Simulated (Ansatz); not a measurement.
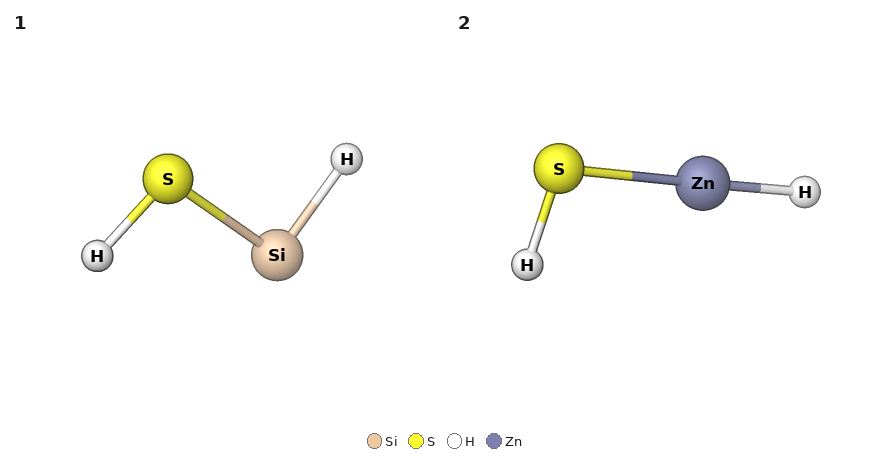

2 molecules with one skeleton, seen from the same side and at one scale. Each species is neutral and a spin singlet. Computed geometries: PBE0-D4/def2-TZVP optimisations, one conformation each. Properties computed with Ansatz 0.2.0.

One atom differs, called X below: Si in panel 1, Zn in panel 2. Their formulas are H2SSi (`[SiH]S`), H2SZn (`[SH][ZnH]`).

**In which is the HOMO energy (Kohn–Sham orbital) higher (CAM-B3LYP-D4/def2-TZVPP)?**

In panel 1 (X = Si).

**In which is the vertical ionisation energy higher (PBE0-D4/def2-TZVPP)?**

In panel 2 (X = Zn).

Give the values. With PBE0-D4/def2-TZVP: length of X–H (Å), length of X–S (Å), angle S–X–H (°), harmonic zero-point energy (kJ/mol). With CAM-B3LYP-D4/def2-TZVPP: HOMO energy (Kohn–Sham orbital) (eV), HOMO–LUMO gap (eV). With PBE0-D4/def2-TZVPP: vertical ionisation energy (eV). With PBE-D4/def2-TZVPP: dipole moment (D).

```tsv
quantity	1 (Si)	2 (Zn)	2 − 1
length of X–H (Å)	1.525	1.532	+0.007
length of X–S (Å)	2.115	2.172	+0.057
angle S–X–H (°)	89.3	179.1	+89.8
HOMO energy (Kohn–Sham orbital) (eV)	−8.13	−8.61	−0.48
HOMO–LUMO gap (eV)	6.74	8.62	+1.88
vertical ionisation energy (eV)	9.09	9.69	+0.60
dipole moment (D)	0.68	1.07	+0.39
harmonic zero-point energy (kJ/mol)	44.6	39.1	−5.5
```
